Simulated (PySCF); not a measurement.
CH$_{10}$OSi$_{3}$

The calculation's input:

```
{"job": {"kind": "uv", "xc": "PBE0", "basis": "def2-SVPD", "nstates": 6, "ntriplets": 2}, "charge": 0, "multiplicity": 1}
C     -3.157623    -0.427246     0.093362
O     -1.777245    -0.572472    -0.021094
Si    -0.662291     0.563140    -0.348429
Si     1.234650    -0.739333    -0.348844
Si     3.178064     0.465415    -0.023327
H     -3.409811     0.221814     0.935551
H     -3.580471     0.003077    -0.817653
H     -3.590378    -1.415039     0.257799
H     -0.723077     1.635178     0.661014
H     -1.009880     1.252067    -1.603112
H      1.361651    -1.475659    -1.620937
H      1.162902    -1.825104     0.645160
H      3.274504     1.059398     1.312594
H      4.400691    -0.321910    -0.192019
H      3.293900     1.584664    -0.963287
```

Command:

```sh
OMP_NUM_THREADS=1 python probes_run.py task.json out
```

Geometry: GFN2-xTB.

All numbers below come from PBE0/def2-SVPD, SCF density, gas phase in PySCF.

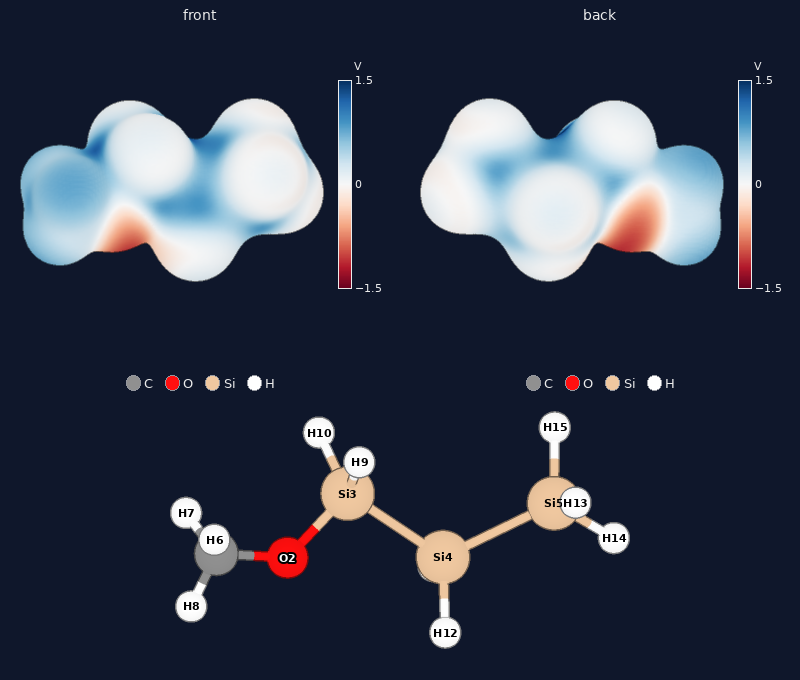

Figure 1. The molecular electrostatic potential painted on the density surface at 0.002 e/bohr³, seen from the front and from behind; red is negative and blue positive. The bare structure is drawn below in the same view.

Where is the surface potential most negative and most positive?

Answer. The most negative region (about −1.1 V, or −25 kcal/mol for a unit charge) lies over O2, the most positive (about +1.4 V, or +32 kcal/mol for a unit charge) over Si3. O2 is the likeliest acceptor of a hydrogen bond.

How polar is the molecule by this calculation?

Answer. Its dipole moment is 1.37 D.

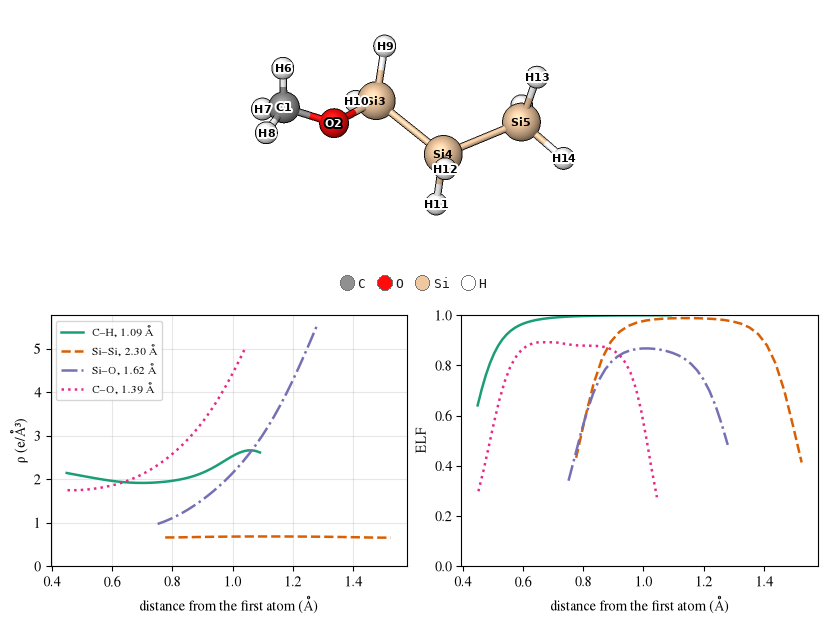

Figure 2. Total electron density and ELF along straight lines between neighbouring atoms. The curves leave out the atomic cores. The structure is drawn too.

What kind of bonding do the profiles show?

Answer. C–H (1.09 Å): ρ is about 2 e/Å³ halfway; the ELF climbs to about 1 towards the hydrogen, as it does in any bond to H (an ordinary covalent bond to hydrogen).
Si–Si (2.30 Å): ρ is about 0.68 e/Å³ halfway; the ELF peaks at about 1 between the atoms: a covalent bond.
Si–O (1.62 Å): ρ at the midpoint is about 1.1 e/Å³; the ELF peaks at about 0.85 between the atoms: a polar covalent bond.
C–O (1.39 Å): ρ is about 2.1 e/Å³ halfway, with its minimum of 1.7 e/Å³ about 0.5 Å from C; the ELF peaks at about 0.90 between the atoms: a polar covalent bond.
